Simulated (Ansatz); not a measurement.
## Profile along the C–Zr line in ZrC (rock salt)

ZrC (rock salt)

```
ZrC
1.0
    0.00000     2.35572     2.35572
    2.35572     0.00000     2.35572
    2.35572     2.35572     0.00000
C Zr
1 1
Direct
  0.00000   0.00000   0.00000
  0.50000   0.50000   0.50000
```

Fields along a shortest C–Zr line of a {100} plane (2.36 Å), from C to Zr, interpolated on the slice's grid (step about 0.1 Å). Computed with r2SCAN (plane waves to 500 eV, PAW, scalar-relativistic; Ansatz, a program for electronic structure). k mesh 17×17×17. Near the nuclei the fields are pseudised (PAW); where an atom keeps semicore shells as valence, they peak there. ZrC is run without spin polarisation. ZrC was relaxed with its symmetry unable to fall.

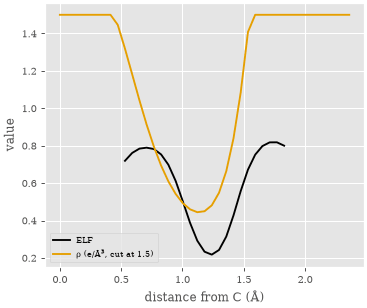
ELF (away from the nuclei) and valence density from C to Zr.

Density on the C–Zr line (2.36 Å) at its density minimum, 1.1 Å from C: 0.44 e/Å³. ELF at that point: 0.3.
